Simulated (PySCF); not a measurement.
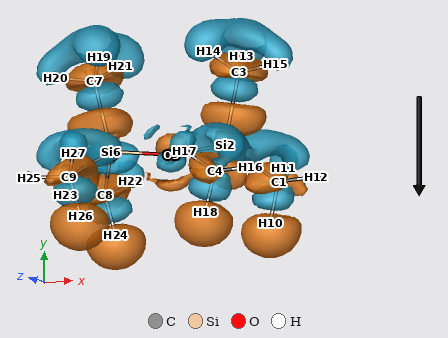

Figure. C₆H₁₈OSi₂, SMILES `C[Si](C)(C)O[Si](C)(C)C`. Change of the electron density in a uniform field of 0.26 V/Å along −y (arrow), surfaces at ±0.002 e/Å³ (light blue: gain, orange: loss).

Method: ωB97X/6-31+G*; geometry: GFN2-xTB; program: PySCF. No frequency check shows the geometry to be a minimum. The basis has diffuse s and p functions alone, which still leaves polarisabilities too small, most of all across bonds.

### What dipole is induced, and what polarisability does it imply?

The induced dipole is 1.46 D (along the field); α along this axis, from the fields in both directions, is 115 bohr³ (17.0 Å³).

### Which atoms gain and lose the most charge?

Electrons gather most on H13 (Hirshfeld charge changes by −0.007 e) and leave H24 most (+0.010 e); 0.132 electrons are displaced in all.
